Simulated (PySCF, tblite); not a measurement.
# C₅H₁₀AlFS: geometry, infrared bands and NMR shifts

Wanted: the infrared bands and NMR shifts of C₅H₁₀AlFS (`C=C/C=C/[S@@+](C)[AlH2-][F]`), by calculation.

The runs use tblite 0.8.0 and PySCF 2.14.0, with density-fitted response routines of our own; the level of theory stands in each step. All values are computed, except where a source is named. Atoms are numbered from 0 throughout.

### 1 The molecule as given

18 atoms, charge 0, multiplicity 1; geometry from: force field or distance geometry start.

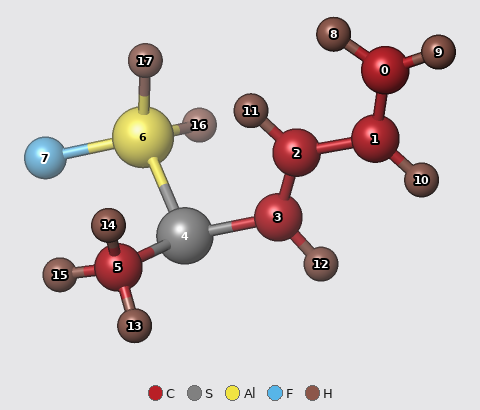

As it starts; carbon red, sulfur grey, aluminium yellow, fluorine blue, hydrogen brown, atoms numbered.

### 2 Optimising the geometry with GFN2-xTB

Job settings and geometry (Å):

```
{"job": {"kind": "relax", "xc": "GFN2-xTB", "basis": "xTB"}, "charge": 0, "multiplicity": 1}
C      3.389900     0.669500    -0.114700
C      2.566700    -0.339000    -0.460000
C      1.154000    -0.106600    -0.172500
C      0.227100    -1.009300    -0.464400
S     -1.467400    -0.763100    -0.135400
C     -1.931600    -1.014400     1.533600
Al    -2.157100     1.162700    -0.992300
F     -3.884300     1.389500    -0.563100
H      2.889500     1.527700     0.313900
H      4.434800     0.646900    -0.247000
H      2.932500    -1.251100    -0.882700
H      0.806900     0.809800     0.257300
H      0.489100    -1.986600    -0.892700
H     -1.812700    -2.080300     1.826300
H     -1.421100    -0.342900     2.260200
H     -3.016200    -0.784600     1.653800
H     -1.948400     1.152900    -2.562600
H     -1.260500     2.325200    -0.369200
```

The run is started by

```sh
OMP_NUM_THREADS=1 python probes_run.py task.json out
```

One launch serves the whole session: the jobs run in the order shown.

Log:

```text
step      E/eV     max force
  0    -676.55762    3.995
  1    -676.99471    2.754
  2    -677.27269    1.422
  3    -677.37151    1.051
  4    -677.45057    0.434
  5    -677.47259    0.402
  6    -677.49288    0.363
  7    -677.50853    0.325
  8    -677.52139    0.297
  9    -677.53192    0.306
 10    -677.54258    0.271
 11    -677.55575    0.283
 12    -677.56797    0.281
 13    -677.57714    0.249
 14    -677.58394    0.205
 15    -677.58968    0.181
 16    -677.59489    0.210
 17    -677.60136    0.275
 18    -677.60900    0.229
 19    -677.61520    0.168
 20    -677.61935    0.150
 21    -677.62301    0.182
 22    -677.62677    0.196
 23    -677.63062    0.147
 24    -677.63377    0.117
 25    -677.63619    0.124
 26    -677.63874    0.161
 27    -677.64226    0.180
 28    -677.64663    0.176
 29    -677.65116    0.217
 30    -677.65555    0.198
 31    -677.65964    0.180
 32    -677.66398    0.179
 33    -677.66914    0.221
 34    -677.67462    0.242
 35    -677.68025    0.201
 36    -677.68594    0.211
 37    -677.69158    0.197
 38    -677.69696    0.135
 39    -677.70141    0.132
 40    -677.70453    0.125
 41    -677.70690    0.128
 42    -677.70899    0.127
 43    -677.71111    0.118
 44    -677.71327    0.095
 45    -677.71560    0.104
 46    -677.71718    0.095
 47    -677.71902    0.084
 48    -677.72045    0.097
 49    -677.72200    0.094
 50    -677.72355    0.096
 51    -677.72489    0.102
 52    -677.72597    0.100
 53    -677.72706    0.107
 54    -677.72826    0.092
 55    -677.72929    0.050
 56    -677.72986    0.044
 57    -677.73016    0.042
 58    -677.73048    0.054
 59    -677.73095    0.054
 60    -677.73156    0.066
 61    -677.73230    0.097
 62    -677.73322    0.108
 63    -677.73441    0.091
 64    -677.73578    0.095
 65    -677.73692    0.093
 66    -677.73776    0.073
 67    -677.73860    0.064
 68    -677.73964    0.070
 69    -677.74078    0.067
 70    -677.74179    0.076
 71    -677.74267    0.080
 72    -677.74354    0.073
 73    -677.74478    0.084
 74    -677.74616    0.082
 75    -677.74767    0.096
 76    -677.74894    0.097
 77    -677.75072    0.089
 78    -677.75236    0.110
 79    -677.75401    0.100
 80    -677.75583    0.140
 81    -677.75844    0.155
 82    -677.76174    0.183
 83    -677.76782    0.188
 84    -677.77263    0.238
 85    -677.77859    0.223
 86    -677.78022    0.225
 87    -677.78444    0.138
 88    -677.78749    0.097
 89    -677.79063    0.094
 90    -677.79232    0.112
 91    -677.79422    0.128
 92    -677.79690    0.121
 93    -677.80092    0.187
 94    -677.80538    0.229
 95    -677.80909    0.135
 96    -677.80962    0.193
 97    -677.81271    0.111
 98    -677.81414    0.123
 99    -677.81760    0.171
100    -677.81992    0.160
101    -677.82224    0.148
102    -677.82476    0.126
103    -677.82738    0.116
104    -677.83002    0.168
105    -677.83234    0.136
106    -677.83430    0.123
107    -677.83564    0.076
108    -677.83656    0.104
109    -677.83720    0.076
110    -677.83807    0.052
111    -677.83869    0.071
112    -677.83959    0.077
113    -677.84027    0.068
114    -677.84103    0.066
115    -677.84202    0.077
116    -677.84344    0.079
117    -677.84501    0.077
118    -677.84627    0.062
119    -677.84705    0.068
120    -677.84764    0.064
121    -677.84824    0.054
122    -677.84893    0.070
123    -677.84977    0.082
124    -677.85065    0.061
125    -677.85130    0.041
126    -677.85167    0.040
127    -677.85195    0.041
128    -677.85226    0.042
129    -677.85261    0.051
130    -677.85298    0.046
131    -677.85335    0.046
132    -677.85370    0.046
133    -677.85401    0.050
134    -677.85447    0.067
135    -677.85514    0.083
136    -677.85624    0.096
137    -677.85773    0.093
138    -677.85917    0.073
139    -677.86014    0.065
140    -677.86071    0.047
141    -677.86101    0.065
142    -677.86135    0.043
143    -677.86165    0.034
144    -677.86190    0.029
145    -677.86206    0.023
146    -677.86216    0.018
147    -677.86222    0.015
148    -677.86226    0.015
149    -677.86233    0.017
150    -677.86245    0.024
151    -677.86266    0.037
152    -677.86304    0.046
153    -677.86358    0.047
154    -677.86420    0.054
155    -677.86481    0.054
156    -677.86531    0.046
157    -677.86575    0.046
158    -677.86608    0.037
159    -677.86628    0.026
160    -677.86639    0.020
161    -677.86645    0.020
162    -677.86649    0.018
163    -677.86655    0.014
164    -677.86660    0.014
165    -677.86665    0.015
166    -677.86672    0.022
167    -677.86680    0.029
168    -677.86690    0.033
169    -677.86703    0.030
170    -677.86717    0.025
171    -677.86732    0.025
172    -677.86744    0.022
173    -677.86753    0.019
174    -677.86761    0.019
175    -677.86768    0.021
176    -677.86773    0.017
177    -677.86777    0.014
178    -677.86781    0.013
179    -677.86785    0.013
180    -677.86792    0.018
181    -677.86798    0.020
182    -677.86807    0.023
183    -677.86818    0.023
184    -677.86830    0.018
185    -677.86840    0.019
186    -677.86846    0.016
187    -677.86850    0.015
188    -677.86854    0.014
189    -677.86858    0.015
190    -677.86863    0.014
191    -677.86867    0.012
192    -677.86870    0.013
193    -677.86872    0.008
```

Run time: 2.9 s. Hardware: 1 thread of Arm Neoverse N1, shared host; peak memory 0.18 GiB.

Relaxation path: (not every step is listed)

| step | energy from step 0 (eV) | largest force (eV/Å) |
| --- | --- | --- |
| 0 | 0.0000 | 3.9954 |
| 1 | -0.4371 | 2.7542 |
| 2 | -0.7151 | 1.4220 |
| 3 | -0.8139 | 1.0513 |
| 4 | -0.8929 | 0.4345 |
| 5 | -0.9150 | 0.4021 |
| 6 | -0.9353 | 0.3630 |
| 7 | -0.9509 | 0.3249 |
| 8 | -0.9638 | 0.2969 |
| 26 | -1.0811 | 0.1611 |
| 44 | -1.1556 | 0.0949 |
| 62 | -1.1756 | 0.1077 |
| 80 | -1.1982 | 0.1395 |
| 98 | -1.2565 | 0.1227 |
| 116 | -1.2858 | 0.0790 |
| 134 | -1.2968 | 0.0675 |
| 152 | -1.3054 | 0.0461 |
| 170 | -1.3095 | 0.0249 |
| 188 | -1.3109 | 0.0139 |
| 189 | -1.3110 | 0.0148 |
| 190 | -1.3110 | 0.0142 |
| 191 | -1.3110 | 0.0124 |
| 192 | -1.3111 | 0.0127 |
| 193 | -1.3111 | 0.0081 |

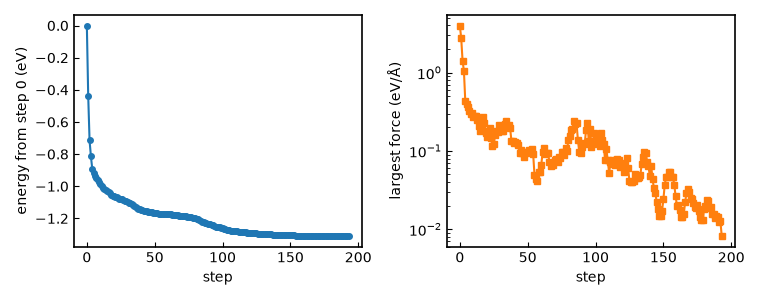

Energy and force, step by step.

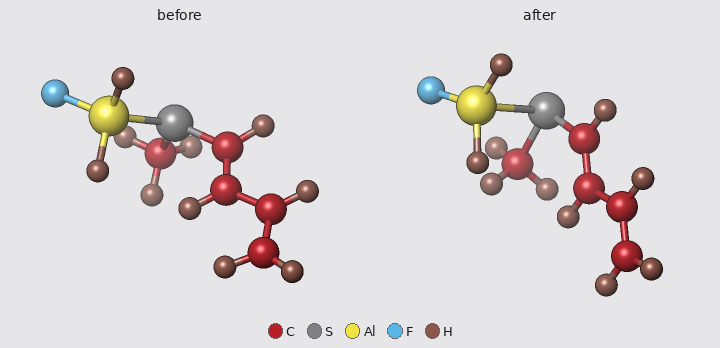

The geometry before (left) and after (right).

Distances of close pairs at the start and the end, largest changes first:

```
   bond  before (Å)  after (Å)  change (Å)
 S4–Al6       2.218      2.496      +0.278
 Al6–F7       1.794      1.655      -0.139
  S4–C5       1.750      1.811      +0.060
Al6–H17       1.595      1.550      -0.045
Al6–H16       1.584      1.540      -0.044
 C5–H15       1.115      1.086      -0.029
 C5–H13       1.112      1.086      -0.026
  C0–H9       1.053      1.076      +0.022
```

The final coordinates are the input of the step that follows.

### 3 Harmonic vibrations with GFN2-xTB

Job settings and geometry (Å):

```
{"job": {"kind": "ir", "xc": "GFN2-xTB", "basis": "xTB"}, "charge": 0, "multiplicity": 1}
C      3.297982     0.489052     0.212048
C      2.338507    -0.128297    -0.470802
C      0.999116    -0.310468     0.035885
C      0.045065    -0.924456    -0.665070
S     -1.613290    -1.232948    -0.181952
C     -1.711790    -0.584786     1.505934
Al    -2.214909     0.967278    -1.194330
F     -3.744182     1.037312    -0.564931
H      3.122812     0.888920     1.197139
H      4.287388     0.619369    -0.189561
H      2.534078    -0.520310    -1.459405
H      0.806529     0.081912     1.023745
H      0.231722    -1.327917    -1.648985
H     -0.958803    -1.068615     2.120360
H     -1.585938     0.499284     1.497239
H     -2.704506    -0.837138     1.867622
H     -1.985644     0.555315    -2.660598
H     -1.152895     1.802811    -0.435996
```

Log:

```text
mode    cm-1     km/mol
  1      35.9      0.77
  2      52.0      0.64
  3      82.8      0.18
  4     118.9      3.20
  5     130.9      1.39
  6     143.1      1.57
  7     171.9      1.86
  8     210.6      0.31
  9     231.0      7.62
 10     254.5      0.26
 11     282.5     12.19
 12     404.1      1.46
 13     446.3     85.07
 14     455.5      0.06
 15     494.4     22.73
 16     608.7      3.73
 17     674.3    470.89
 18     715.0      6.08
 19     729.8    110.17
 20     741.0      0.25
 21     808.2     74.74
 22     828.0    244.86
 23     884.4     19.00
 24     937.0      7.11
 25     938.9     10.27
 26     951.9      4.52
 27     958.5      0.73
 28    1020.7     34.16
 29    1152.9      0.35
 30    1205.6     11.34
 31    1262.7      2.60
 32    1289.7      1.07
 33    1307.2      3.26
 34    1406.5      0.68
 35    1424.4     11.31
 36    1434.2      6.50
 37    1616.6     37.25
 38    1658.7      1.97
 39    1749.3    239.86
 40    1808.7    215.55
 41    2958.8      0.57
 42    3040.8      1.32
 43    3050.7      0.68
 44    3068.3      9.88
 45    3077.0      0.92
 46    3087.4     29.11
 47    3105.3     18.11
 48    3139.3     35.41
```

Run time: 1.3 s. Hardware: 1 thread of Arm Neoverse N1, shared host; peak memory 0.18 GiB.

Which atoms move in the most intense modes:

```csv
cm⁻¹,km/mol,atoms
446,85.1,"H16 47 %, H17 35 %, Al6 12 %"
674,470.9,"H17 57 %, H16 27 %"
730,110.2,"F7 24 %, C5 22 %, H17 14 %, Al6 13 %"
808,74.7,"C3 50 %, S4 20 %"
828,244.9,"H17 32 %, H16 25 %, Al6 21 %, F7 12 %"
1617,37.2,"C2 52 %, C3 42 %"
1749,239.9,H17 95 %
1809,215.6,H16 95 %
```

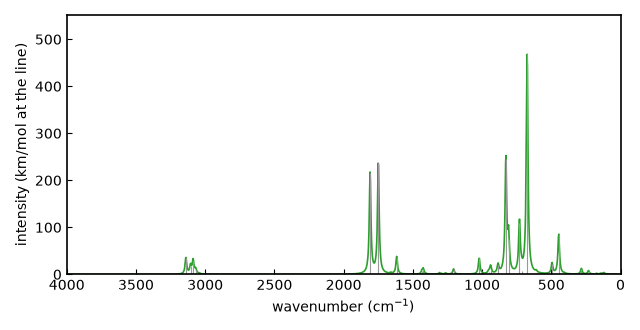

The infrared spectrum from these modes, unscaled. Lines are broadened to a width of 14 cm⁻¹ (Lorentzian).

### 4 Shielding tensors: PBE0/pcSseg-1

The job, as its differences from that of step 3:

```diff
@@ -1,2 +1,2 @@
-{"job": {"kind": "ir", "xc": "GFN2-xTB", "basis": "xTB"}, "charge": 0, "multiplicity": 1}
+{"job": {"kind": "nmr", "xc": "PBE0", "basis": "pcSseg-1"}, "charge": 0, "multiplicity": 1}
 C      3.297982     0.489052     0.212048
```

Level: GIAO PBE0/pcSseg-1 NMR shielding, non-relativistic, gas phase.

Log:

```text
coarse grid: 15968 points
cycle   1  E = -936.2416998301  dE =  7.157e-01  |g| = 6.874e-01  |ddm| = 3.865e+00
cycle   2  E = -936.1284185747  dE =  1.133e-01  |g| = 1.096e+00  |ddm| = 1.396e+00
cycle   3  E = -936.3308132017  dE = -2.024e-01  |g| = 8.850e-02  |ddm| = 9.094e-01
cycle   4  E = -936.3322054742  dE = -1.392e-03  |g| = 4.878e-02  |ddm| = 1.240e-01
cycle   5  E = -936.3327582885  dE = -5.528e-04  |g| = 1.821e-02  |ddm| = 5.757e-02
cycle   6  E = -936.3328360544  dE = -7.777e-05  |g| = 4.055e-03  |ddm| = 1.750e-02
cycle   7  E = -936.3328407188  dE = -4.664e-06  |g| = 9.704e-04  |ddm| = 5.796e-03
final grid: 145000 points
cycle   8  E = -936.3892135852  dE = -4.843e-05  |g| = 9.322e-03  |ddm| = 4.274e-02
cycle   9  E = -936.3892015400  dE =  1.205e-05  |g| = 1.145e-02  |ddm| = 1.960e-02
cycle  10  E = -936.3892352265  dE = -3.369e-05  |g| = 1.396e-03  |ddm| = 1.246e-02
cycle  11  E = -936.3892357260  dE = -4.995e-07  |g| = 3.766e-04  |ddm| = 1.618e-03
cycle  12  E = -936.3892357585  dE = -3.251e-08  |g| = 1.189e-04  |ddm| = 4.244e-04
cycle  13  E = -936.3892357616  dE = -3.072e-09  |g| = 4.421e-05  |ddm| = 1.495e-04
cycle  14  E = -936.3892357621  dE = -4.893e-10  |g| = 1.387e-05  |ddm| = 5.162e-05
converged SCF energy = -936.3892357621

GIAO shielding tensors (ppm)
atom      isotropic    diamagn.    paramagn.     s11        s22        s33       span
  0 C       59.842     253.441    -193.599    -46.656     65.038    161.144    207.800
  1 C       44.064     253.803    -209.738    -69.331     48.813    152.711    222.042
  2 C       43.233     257.320    -214.088    -61.965     38.796    152.867    214.831
  3 C       62.063     262.362    -200.298    -27.987     72.708    141.469    169.456
  4 S      531.527    1059.139    -527.612    426.036    466.685    701.861    275.825
  5 C      163.866     254.345     -90.479    146.431    161.701    183.465     37.034
  6 Al     419.864     793.702    -373.838    373.260    393.207    493.126    119.866
  7 F      357.908     467.255    -109.347    274.040    384.408    415.277    141.237
  8 H       26.066      31.629      -5.563     22.900     25.160     30.137      7.237
  9 H       26.133      27.333      -1.200     23.907     25.172     29.319      5.412
 10 H       25.040      30.820      -5.780     22.704     23.454     28.962      6.258
 11 H       25.525      36.373     -10.848     21.059     23.376     32.141     11.083
 12 H       25.784      34.188      -8.404     22.456     25.566     29.330      6.874
 13 H       29.348      31.655      -2.307     24.737     26.451     36.857     12.120
 14 H       28.790      32.294      -3.503     24.279     27.723     34.368     10.089
 15 H       28.995      28.992       0.003     24.502     25.781     36.702     12.199
 16 H       27.618      30.180      -2.562     23.920     25.702     33.231      9.310
 17 H       28.126      31.351      -3.225     24.750     28.520     31.107      6.356
```

Run time: 66 s. Hardware: 1 thread of Arm Neoverse N1, shared host; peak memory 0.9 GiB.

The references, computed at this level on geometries of the same kind, shield at (ppm): 1H TMS 31.72, 13C TMS 186.9, 19F CFCl3 170.9, 33S CS2 504, 27Al AlH4- 490.0. Their shielding less the atom's gives the shift. The references are single molecules in the gas phase, so shifts against H2O, NH3, PH3, H3PO4 or CFCl3 are not on the usual liquid scales and can be off by tens of ppm. Shifts against hydride references such as AlH4− lie on their own scale. Atoms listed in one row are averaged.

```csv
atoms,environment,σ (ppm),δ (ppm)
C2,alkene CH,43.2,143.7
C1,alkene CH,44.1,142.9
C0,terminal =CH2 carbon,59.8,127.1
C3,alkene CH,62.1,124.9
C5,methyl carbon bonded to S,163.9,23.1
H10,hydrogen on an alkene CH,25.04,6.68
H11,hydrogen on an alkene CH,25.53,6.19
H12,hydrogen on an alkene CH,25.78,5.93
H8,hydrogen on a terminal =CH2 carbon,26.07,5.65
H9,hydrogen on a terminal =CH2 carbon,26.13,5.58
H16,"hydrogen on an aluminium bonded to F, S",27.62,4.10
H17,"hydrogen on an aluminium bonded to F, S",28.13,3.59
"H13, H14, H15",hydrogen on a methyl carbon bonded to S,29.04,2.67
S4,"sulfur bonded to 2 C, Al",532,-28
Al6,"aluminium bonded to F, S, 2 H",419.9,70.1
F7,fluorine bonded to Al,357.9,-187.0
```

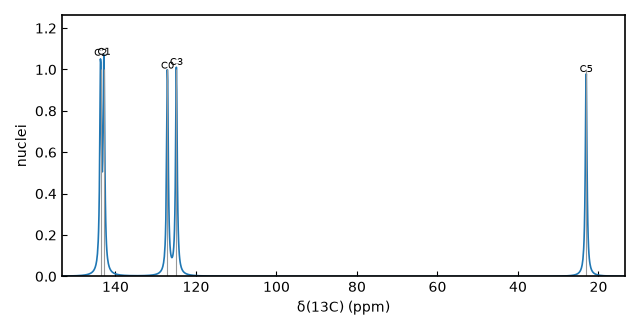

13C lines at the computed shifts, without couplings. Lines are broadened to a width of 0.48 ppm (Lorentzian).

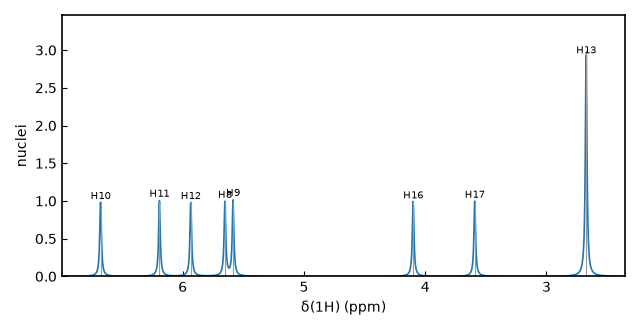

1H lines at the computed shifts, without couplings. Lines are broadened to a width of 0.02 ppm (Lorentzian).

The run also stored atomic charges by several schemes (e):

```
atoms  Mulliken    IAO  Hirshfeld  ESP fit
   C0     -0.13  -0.30      -0.09    -0.35
   C1     -0.17  -0.13      -0.04    -0.23
   C2     -0.05  -0.13      -0.04     0.03
   C3     -0.30  -0.28      -0.05    -0.33
   S4      0.01   0.33       0.18     0.03
   C5     -0.39  -0.50      -0.10    -0.45
  Al6      0.97   0.82       0.38     0.95
   F7     -0.53  -0.60      -0.33    -0.48
```

Mulliken charges:

C0 -0.13; C1 -0.17; C2 -0.05; C3 -0.30; S4 0.01; C5 -0.39; Al6 0.97; F7 -0.53; H8 0.12; H9 0.13; H10 0.11; H11 0.12; H12 0.16; H13 0.17; H14 0.18; H15 0.19; H16 -0.27; H17 -0.30

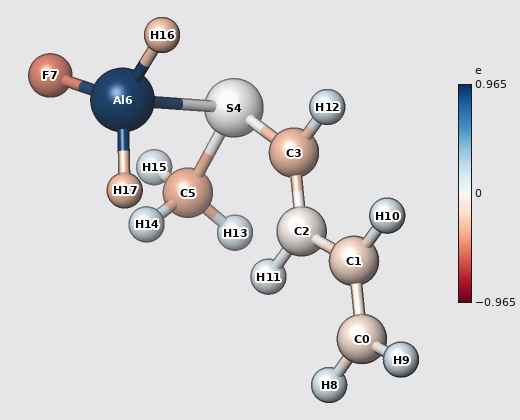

Mulliken charges, as colours on the atoms.

Mayer bond orders: C0–C1 1.90, C1–C2 1.10, C2–C3 1.73, C3–S4 1.01, S4–C5 0.98, S4–Al6 0.28, Al6–F7 0.81.

### 5 Summary of results

```
                                                              quantity                                               value
                             strongest single infrared mode (GFN2-xTB)                                674 cm⁻¹, 471 km/mol
                                          zero-point energy (GFN2-xTB)                                       80.3 kcal/mol
                                13C shifts against TMS (PBE0/pcSseg-1)                143.7, 142.9, 127.1, 124.9, 23.1 ppm
1H shifts against TMS (PBE0/pcSseg-1, means over atoms taken as alike)  6.68, 6.19, 5.93, 5.65, 5.58, 4.10, 3.59, 2.67 ppm
                                33S shifts against CS2 (PBE0/pcSseg-1)                                             -28 ppm
                             27Al shifts against AlH4- (PBE0/pcSseg-1)                                            70.1 ppm
                              19F shifts against CFCl3 (PBE0/pcSseg-1)                                          -187.0 ppm
```

What this shows: Over 193 steps the energy fell by 1.311 eV; of the close pairs, S4–Al6 changed most, 2.218 to 2.496 Å. All 48 modes are real, so the xTB geometry is a minimum. The strongest single mode, at 674 cm⁻¹, moves mainly H17. Unscaled tight-binding wavenumbers are off by several per cent, some by more. Its intensities can rank the bands wrongly. At PBE0/pcSseg-1: Shielding is most anisotropic at S4 (span 276 ppm, paramagnetic term -528 ppm).
